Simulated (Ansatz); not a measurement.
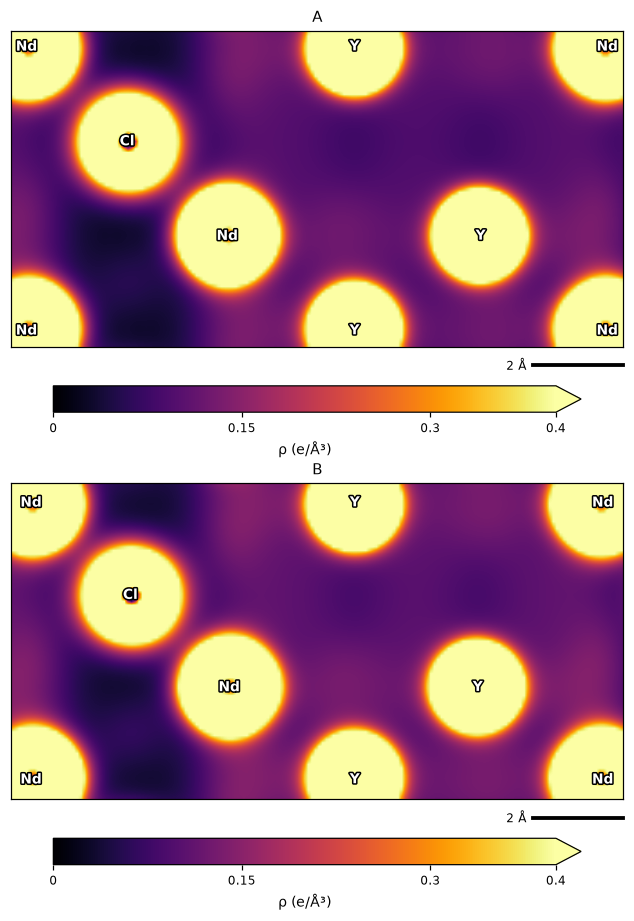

Nd$_{2}$Y$_{2}$Cl. The valence pseudo-density of two cells that differ in size and shape, on the (110) plane of each (indices in the axes of the calculation cell), at one length scale and on one colour scale; one has 27.4 and the other 29.3 Å³ an atom.

Space group P-3m1; a generated structure, not necessarily the stable one; computed without spin polarisation; no Hubbard U on the f states and no spin–orbit coupling.

All numbers below come from DFT PBE, scalar-relativistic, plane waves, PAW; 4f electrons in the core of a trivalent norm-conserving potential (Ansatz).

The larger cell:

```cif
data_structure
_symmetry_space_group_name_H-M 'P 1'
_symmetry_Int_Tables_number 1
_cell_length_a 3.6264
_cell_length_b 3.6264
_cell_length_c 12.8475
_cell_angle_alpha 90.000
_cell_angle_beta 90.000
_cell_angle_gamma 120.000
_cell_volume 146.32
loop_
_atom_site_label
_atom_site_type_symbol
_atom_site_fract_x
_atom_site_fract_y
_atom_site_fract_z
_atom_site_occupancy
Nd1 Nd 0.33333 0.66667 0.82715 1
Nd2 Nd 0.66667 0.33333 0.17285 1
Y1 Y 0.33333 0.66667 0.39146 1
Y2 Y 0.66667 0.33333 0.60854 1
Cl1 Cl 0.00000 0.00000 0.00000 1
```

The smaller cell: a = 3.537 Å, b = 3.537 Å, c = 12.646 Å, α = 90.00°, β = 90.00°, γ = 120.00°.

**Which panel shows the smaller cell, and what does the compression change?**

Panel B is the smaller cell, by 6 % in volume. From the larger cell to the smaller, Nd–Y goes from 3.50 to 3.44 Å, and the density at its midpoint from 0.11 to 0.11 e/Å³; Y–Y goes from 3.49 to 3.40 Å, and the density at its midpoint from 0.1 to 0.11 e/Å³; Nd–Cl goes from 3.05 to 3.00 Å, and the density at its midpoint from 0.15 to 0.17 e/Å³; the pressure goes from 2.7 to 6 GPa.
